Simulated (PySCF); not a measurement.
# HNO (nitroxyl): BCCD(T)/STO-6G

Aim: the energy change on altering one bond length of HNO (nitroxyl) at BCCD(T)/STO-6G, from 2 runs. The job is set up through a Python script.

The calculation is run with PySCF 2.14.0.

11 further runs of the same task are left out: 11 set aside as unsound or not needed.

**1. Starting point**

The species is HNO (3 atoms), meant as a singlet with charge 0. As SMILES, `N=O`. The coordinates come from a GFN2-xTB relaxation.

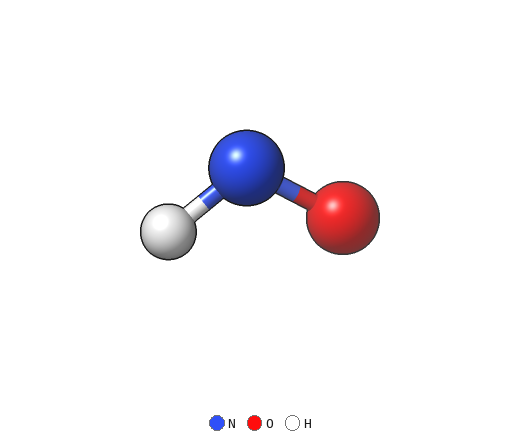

Viewed from a chosen angle; nitrogen blue, oxygen red, hydrogen white.

**2. A single-point energy at BCCD(T)/STO-6G**

Contents of calc.py:

```python
from pyscf import gto, cc
from pyscf.cc.bccd import bccd_kernel_

molecule = gto.Mole()
molecule.atom = [
    ('N', (-0.275940, 0.297220, -0.114780)),
    ('O', (0.768580, 0.418030, 0.466150)),
    ('H', (-0.492640, -0.715240, -0.351380)),
]
molecule.verbose = 3
molecule.max_memory = 1860
molecule.basis = 'sto-6g'
molecule.build()

hf = molecule.RHF()
hf.conv_tol = 1e-10
hf.kernel()
if not hf.converged:
    hf = hf.newton().run(hf.mo_coeff, hf.mo_occ)

mycc = cc.CCSD(hf, frozen=2).run()
mycc = bccd_kernel_(mycc, diis=True)
e_t = mycc.ccsd_t()
energy = mycc.e_tot + e_t
print('E(%s) = %.9f' % ('BCCD(T)', energy))
```

Run with:

```
$ OMP_NUM_THREADS=1 python calc.py
```

The program printed:

```text
converged SCF energy = -129.295721134749
E(CCSD) = -129.4401745326846  E_corr = -0.1444533979353245
BCCD loop starts.

******** <class 'pyscf.cc.ccsd.CCSD'> ********
CC2 = 0
CCSD nocc = 6, nmo = 9
frozen orbitals 2
max_cycle = 50
direct = 0
conv_tol = 1e-07
conv_tol_normt = 1e-05
diis_space = 6
diis_start_cycle = 0
diis_start_energy_diff = 1e+09
Init E_corr(CCSD) = -0.144151035077438
cycle = 1  E_corr(CCSD) = -0.147407484480818  dE = -0.0032564494  norm(t1,t2) = 0.0317263
cycle = 2  E_corr(CCSD) = -0.145995066062513  dE = 0.00141241842  norm(t1,t2) = 0.00694472
cycle = 3  E_corr(CCSD) = -0.146200513337138  dE = -0.000205447275  norm(t1,t2) = 0.00409917
cycle = 4  E_corr(CCSD) = -0.146102837881635  dE = 9.76754555e-05  norm(t1,t2) = 0.00195477
cycle = 5  E_corr(CCSD) = -0.146107061883838  dE = -4.2240022e-06  norm(t1,t2) = 0.000341991
cycle = 6  E_corr(CCSD) = -0.146109488457214  dE = -2.42657338e-06  norm(t1,t2) = 7.73517e-05
cycle = 7  E_corr(CCSD) = -0.146111158938352  dE = -1.67048114e-06  norm(t1,t2) = 3.61823e-05
cycle = 8  E_corr(CCSD) = -0.146111834984674  dE = -6.76046322e-07  norm(t1,t2) = 1.90388e-05
cycle = 9  E_corr(CCSD) = -0.146111775692698  dE = 5.92919757e-08  norm(t1,t2) = 1.29106e-05
cycle = 10  E_corr(CCSD) = -0.146111609762241  dE = 1.65930457e-07  norm(t1,t2) = 5.30251e-06
cycle = 11  E_corr(CCSD) = -0.146111324556267  dE = 2.85205974e-07  norm(t1,t2) = 1.92894e-06
cycle = 12  E_corr(CCSD) = -0.146111309441289  dE = 1.51149785e-08  norm(t1,t2) = 5.35916e-07
CCSD converged
E(CCSD) = -129.4397118991647  E_corr = -0.1461113094412886
BCC iter:    0  E:    -129.439711899165  dE:    4.626e-04  |t1|:    4.635e-03

******** <class 'pyscf.cc.ccsd.CCSD'> ********
CC2 = 0
CCSD nocc = 6, nmo = 9
frozen orbitals 2
max_cycle = 50
direct = 0
conv_tol = 1e-07
conv_tol_normt = 1e-05
diis_space = 6
diis_start_cycle = 0
diis_start_energy_diff = 1e+09
Init E_corr(CCSD) = -0.145945710495112
cycle = 1  E_corr(CCSD) = -0.145703694990888  dE = 0.000242015504  norm(t1,t2) = 0.00548743
cycle = 2  E_corr(CCSD) = -0.145831034853243  dE = -0.000127339862  norm(t1,t2) = 0.000714274
cycle = 3  E_corr(CCSD) = -0.145810411664046  dE = 2.06231892e-05  norm(t1,t2) = 0.000268704
cycle = 4  E_corr(CCSD) = -0.145817878603071  dE = -7.46693902e-06  norm(t1,t2) = 8.33095e-05
cycle = 5  E_corr(CCSD) = -0.14581818198687  dE = -3.03383799e-07  norm(t1,t2) = 2.54313e-05
cycle = 6  E_corr(CCSD) = -0.145818753168938  dE = -5.71182068e-07  norm(t1,t2) = 9.82791e-06
cycle = 7  E_corr(CCSD) = -0.145818665648482  dE = 8.75204561e-08  norm(t1,t2) = 1.7716e-06
CCSD converged
E(CCSD) = -129.439745740372  E_corr = -0.1458186656484817
BCC iter:    1  E:    -129.439745740372  dE:   -3.384e-05  |t1|:    9.716e-04

******** <class 'pyscf.cc.ccsd.CCSD'> ********
CC2 = 0
CCSD nocc = 6, nmo = 9
frozen orbitals 2
max_cycle = 50
direct = 0
conv_tol = 1e-07
conv_tol_normt = 1e-05
diis_space = 6
diis_start_cycle = 0
diis_start_energy_diff = 1e+09
Init E_corr(CCSD) = -0.145832383345514
cycle = 1  E_corr(CCSD) = -0.145873002846135  dE = -4.06195006e-05  norm(t1,t2) = 0.00104953
cycle = 2  E_corr(CCSD) = -0.145851055986784  dE = 2.19468594e-05  norm(t1,t2) = 0.000111728
cycle = 3  E_corr(CCSD) = -0.145854998941571  dE = -3.94295479e-06  norm(t1,t2) = 3.86851e-05
cycle = 4  E_corr(CCSD) = -0.145854530553691  dE = 4.6838788e-07  norm(t1,t2) = 1.10149e-05
cycle = 5  E_corr(CCSD) = -0.145854567015818  dE = -3.64621268e-08  norm(t1,t2) = 3.04236e-06
CCSD converged
E(CCSD) = -129.4397399193027  E_corr = -0.1458545670158181
BCC iter:    2  E:    -129.439739919303  dE:    5.821e-06  |t1|:    4.811e-05

******** <class 'pyscf.cc.ccsd.CCSD'> ********
CC2 = 0
CCSD nocc = 6, nmo = 9
frozen orbitals 2
max_cycle = 50
direct = 0
conv_tol = 1e-07
conv_tol_normt = 1e-05
diis_space = 6
diis_start_cycle = 0
diis_start_energy_diff = 1e+09
Init E_corr(CCSD) = -0.145854589592014
cycle = 1  E_corr(CCSD) = -0.145854040156293  dE = 5.4943572e-07  norm(t1,t2) = 4.70847e-05
cycle = 2  E_corr(CCSD) = -0.145854526636418  dE = -4.86480125e-07  norm(t1,t2) = 6.4305e-06
cycle = 3  E_corr(CCSD) = -0.145854343976608  dE = 1.8265981e-07  norm(t1,t2) = 1.82115e-06
cycle = 4  E_corr(CCSD) = -0.145854351810382  dE = -7.83377413e-09  norm(t1,t2) = 8.35977e-07
CCSD converged
E(CCSD) = -129.4397399873454  E_corr = -0.1458543518103816
BCC iter:    3  E:    -129.439739987345  dE:   -6.804e-08  |t1|:    1.132e-06
CCSD(T) correction = -0.00210217263818907
E(BCCD(T)) = -129.441842160
```

Wall time 1.2 s (1 thread of Arm Neoverse V2, shared host); peak memory 0.11 GiB.

**3. The distorted shape**

Contents of calc.py:

```python
from pyscf import gto, cc
from pyscf.cc.bccd import bccd_kernel_

molecule = gto.Mole()
molecule.atom = '''
N    0.114115   2.119625   0.311095
O    1.158635   2.240435   0.892025
H   -0.492640  -0.715240  -0.351380
'''
molecule.basis = 'sto-6g'
molecule.spin = 0
molecule.charge = 0
molecule.verbose = 3
molecule.max_memory = 1860
molecule.build()

calc0 = molecule.RHF()
calc0.conv_tol = 1e-10
calc0.kernel()
if not calc0.converged:
    calc0 = calc0.newton().run(calc0.mo_coeff, calc0.mo_occ)

mycc = cc.CCSD(calc0, frozen=2).run()
mycc = bccd_kernel_(mycc, diis=True)
e_t = mycc.ccsd_t()
e_tot = mycc.e_tot + e_t
print('Final energy', e_tot)
```

Run with:

```
$ OMP_NUM_THREADS=1 python calc.py
```

The program printed:

```text
converged SCF energy = -128.990647645892
E(CCSD) = -129.3530881471665  E_corr = -0.3624405012746108
BCCD loop starts.

[... 28 lines left out ...]
CCSD converged
[... 28 lines left out ...]
CCSD converged
[... 24 lines left out ...]
CCSD converged
[... 24 lines left out ...]
CCSD converged
[... 3 lines left out ...]
******** <class 'pyscf.cc.ccsd.CCSD'> ********
CC2 = 0
CCSD nocc = 6, nmo = 9
frozen orbitals 2
max_cycle = 50
direct = 0
conv_tol = 1e-07
conv_tol_normt = 1e-05
diis_space = 6
diis_start_cycle = 0
diis_start_energy_diff = 1e+09
Init E_corr(CCSD) = -0.366723129852069
cycle = 1  E_corr(CCSD) = -0.366715846735449  dE = 7.28311662e-06  norm(t1,t2) = 0.000303322
cycle = 2  E_corr(CCSD) = -0.366727608802464  dE = -1.1762067e-05  norm(t1,t2) = 0.000386358
cycle = 3  E_corr(CCSD) = -0.366728508396103  dE = -8.99593639e-07  norm(t1,t2) = 0.000747786
cycle = 4  E_corr(CCSD) = -0.36672335075726  dE = 5.15763884e-06  norm(t1,t2) = 3.88188e-05
cycle = 5  E_corr(CCSD) = -0.366723685413165  dE = -3.34655905e-07  norm(t1,t2) = 6.73234e-06
cycle = 6  E_corr(CCSD) = -0.366723324352187  dE = 3.61060978e-07  norm(t1,t2) = 4.17072e-06
cycle = 7  E_corr(CCSD) = -0.366723359125783  dE = -3.47735952e-08  norm(t1,t2) = 6.15692e-07
CCSD converged
E(CCSD) = -129.3535053284426  E_corr = -0.3667233591257826
BCC iter:    4  E:    -129.353505328443  dE:   -4.331e-06  |t1|:    1.546e-06
CCSD(T) correction = -0.0457398781082824
Final energy -129.3992452065509
```

Run time: 1.2 s. Hardware: 1 thread of Arm Neoverse V2, shared host; peak memory 0.12 GiB.

**4. Outcome**

Level: BCCD(T)/STO-6G, 2 core orbitals frozen.

| quantity | value |
| --- | --- |
| first shape: total energy | -129.44184 Eh |
| first shape: correlation energy (2 core orbitals frozen) | -146.1 mEh |
| first shape: (T) correction | -2.10 mEh |
| distorted shape: total energy | -129.39925 Eh |
| distorted shape: correlation energy (2 core orbitals frozen) | -408.6 mEh |
| distorted shape: (T) correction | -45.74 mEh |
| energy change with the N1–H3 bond stretched from 1.062 to 2.974 Å | 1.159 eV |

In words: With the N1–H3 bond stretched from 1.062 to 2.974 Å the energy rises by 1.16 eV (27 kcal/mol). The first shape isn't relaxed at this level, so the change isn't measured from a minimum. A restricted reference can't describe the breaking bond well at this length. The minimal basis adds a large error of its own. The triples (first shape) make up 1.4 % of the correlation energy. The triples (distorted shape) make up 11.2 % of the correlation energy.
